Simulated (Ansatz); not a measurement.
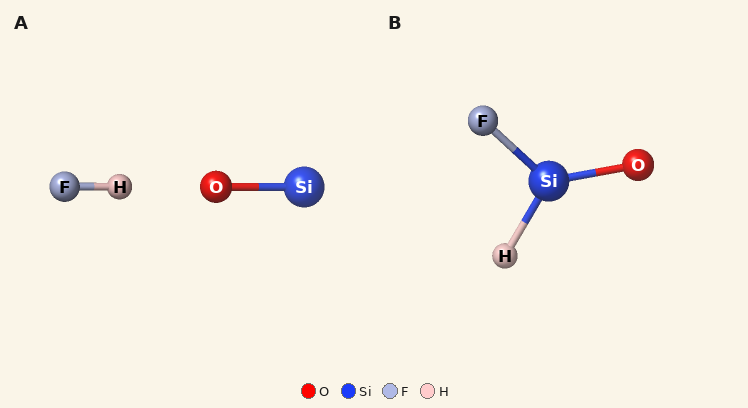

2 stationary structures of one formula. Geometries: PBE0-D4/def2-TZVP. Electronic energies: PBE0-D4/def2-TZVPP (Ansatz 0.2.0), without zero-point energy. No frequency run is at hand to confirm each as a minimum.

> Which structure is the most stable?

B is lowest (Cs); A lies 26.9 kcal/mol above it (C∞v).

Give E(B) − E(A) in kcal/mol at these levels too: PBE-D4/def2-TZVPP; PBE0-D4/def2-TZVP; PBE0-D4/def2-TZVPP; RHF-CCSD(T) (frozen core)/def2-TZVPP; ωB97M-V/def2-TZVPP; B3LYP-D4/def2-TZVPP; r2SCAN-D4/def2-TZVPP.

```csv
level,E(B) − E(A) (kcal/mol)
PBE-D4/def2-TZVPP,−25.3
PBE0-D4/def2-TZVP,−27.8
PBE0-D4/def2-TZVPP,−26.9
RHF-CCSD(T) (frozen core)/def2-TZVPP,−24.1
ωB97M-V/def2-TZVPP,−24.1
B3LYP-D4/def2-TZVPP,−25.1
r2SCAN-D4/def2-TZVPP,−31.1
```
